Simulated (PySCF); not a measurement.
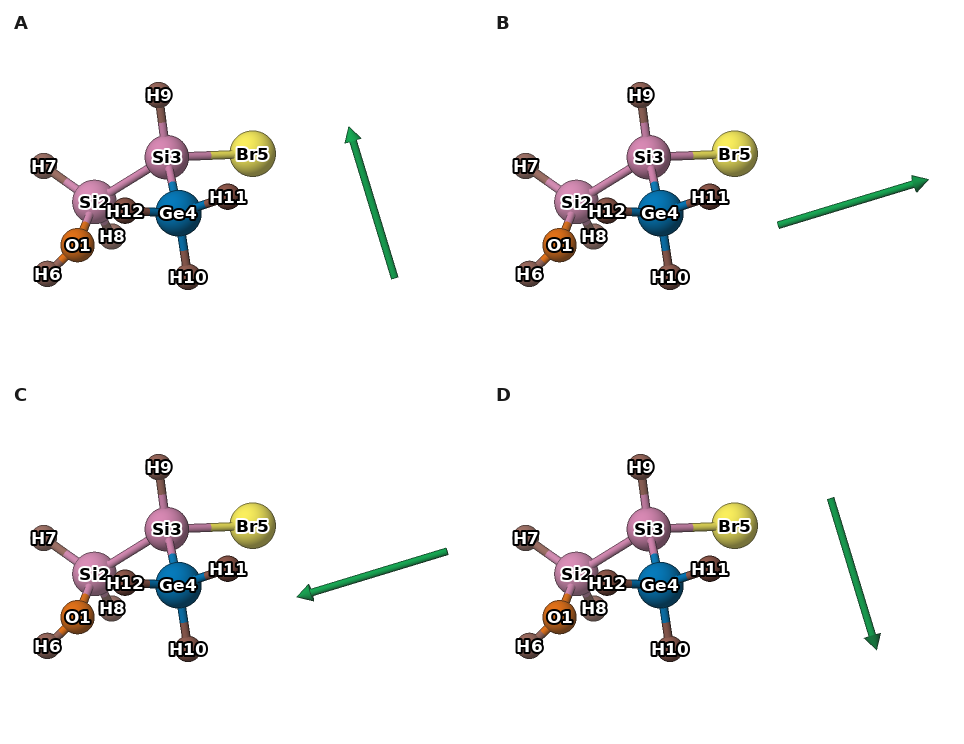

The same molecule four times, each with an arrow. The computed structure is the end point of a GFN2-xTB optimisation. No frequency run is at hand to confirm it as a minimum. Properties computed with ωB97X-D/def2-SVPD, gas phase (PySCF 2.14.0).

Which arrow points along the dipole moment, from the negative to the positive end?

C. The dipole moment is 3.09 D; it points from the side of Br5 to the side of H6 (the outermost atoms at the two ends).

The geometry is semi-empirical. Around Br, Ge, Si such bond lengths and angles can be off by a tenth of an ångström or more and by several degrees, and values that hang on the shape move with them.
